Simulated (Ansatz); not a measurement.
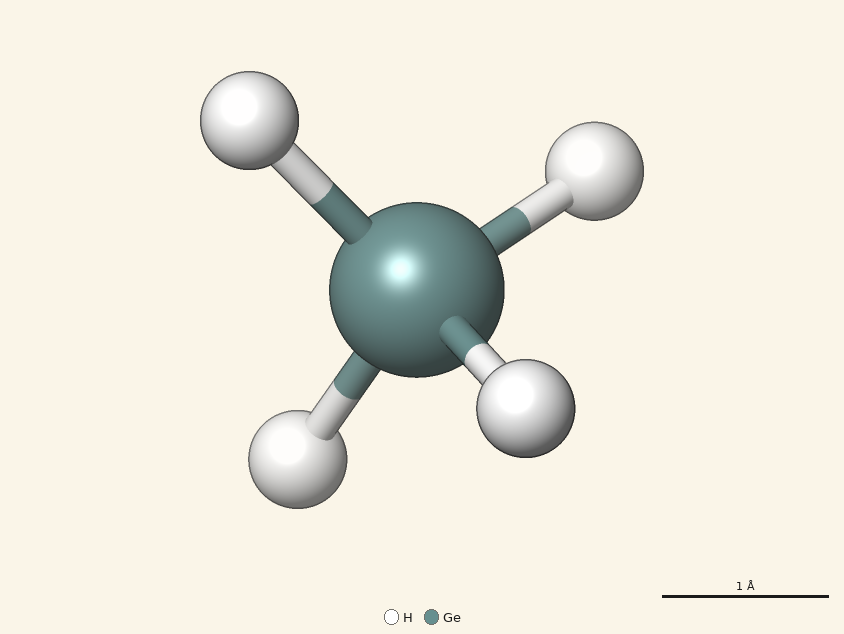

The picture shows a molecular structure as a ball-and-stick model.

Count the atoms of each element.

GeH₄, 5 atoms: 1 germanium and 4 hydrogen.

How many atoms are distinct by symmetry?

2: 4 H, 1 Ge.

Which point group does it belong to?

Td.

The parts below concern this one geometry. Atoms keep their numbers from picture to picture. The computed structure is the end point of a PBE0-D4/def2-TZVP optimisation.

Geometry

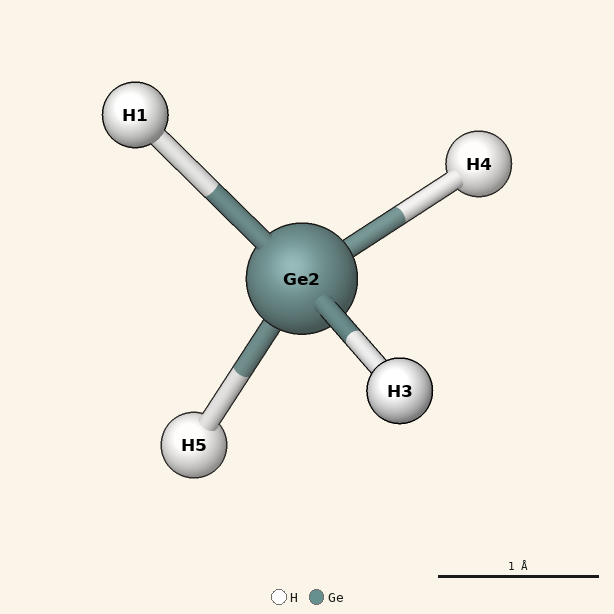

Atoms carry their numbers in the input.

Describe the coordination of atom 2.

Ge2 has 4 neighbours (H1 at 1.53, H3 at 1.53, H4 at 1.53, H5 at 1.53 Å); the arrangement is tetrahedral.

Thermal motion

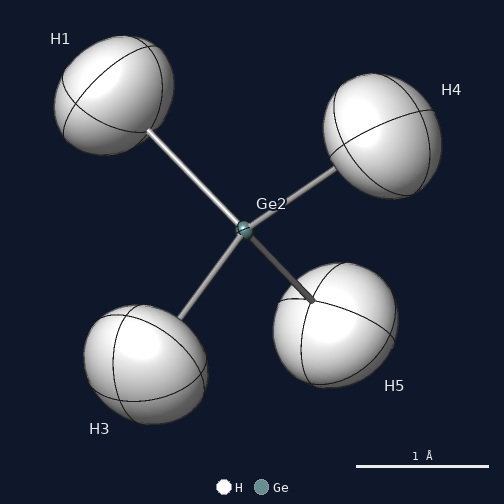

Displacement ellipsoids at the 50 % level, enlarged 3 times, from the internal vibrations of the free molecule (harmonic, no overall translation or rotation; no half-axis is drawn under 0.075 Å). Vibrations computed with RKS PBE0-D4/def2-TZVP (Ansatz 0.2.0). Temperature: 100 K.

Which atom moves most?

H1, H3, H4, H5, with U_eq = 0.0105 Å².

List U_eq and the three principal root-mean-square amplitudes for each kind of atom.

| atom | U_eq (Å²) | rms amplitudes (Å) |
| --- | --- | --- |
| H1, H3, H4, H5 | 0.0105 | 0.087, 0.109, 0.109 |
| Ge2 | 0.00001 | 0.003, 0.003, 0.003 |

Vibrations

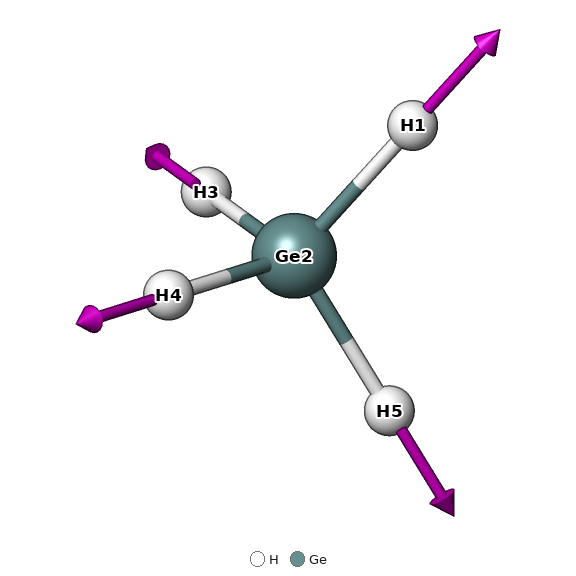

The arrows show one normal mode. Harmonic vibrations computed with RKS PBE0-D4/def2-TZVP (Ansatz 0.2.0) at a stationary point of the same level.

What kind of motion is it?

Mostly in-phase stretching of 4 Ge–H bonds.

At what wavenumber does it lie?

2169 cm⁻¹; it is mode 6 of 9 counted from the lowest.

Charges

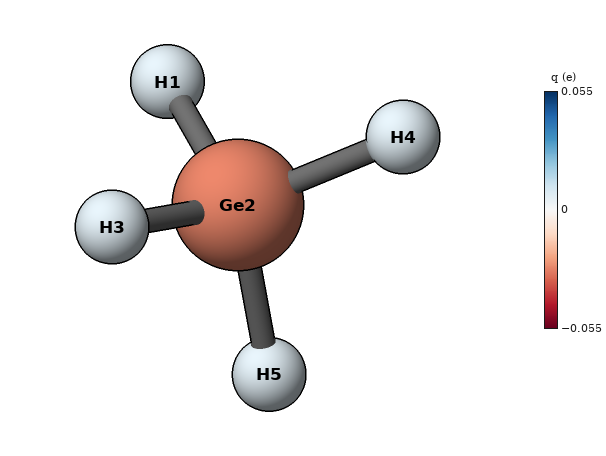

Atoms are coloured by their Mulliken charges. Method: RKS PBE0-D4/def2-TZVP (Ansatz 0.2.0).

Give the Mulliken charges atom by atom.

| atom | value (e) |
| --- | --- |
| H1 | 0.01 |
| Ge2 | −0.03 |
| H3 | 0.01 |
| H4 | 0.01 |
| H5 | 0.01 |

Mulliken values depend strongly on the basis set and can even reverse the polarity of a bond.
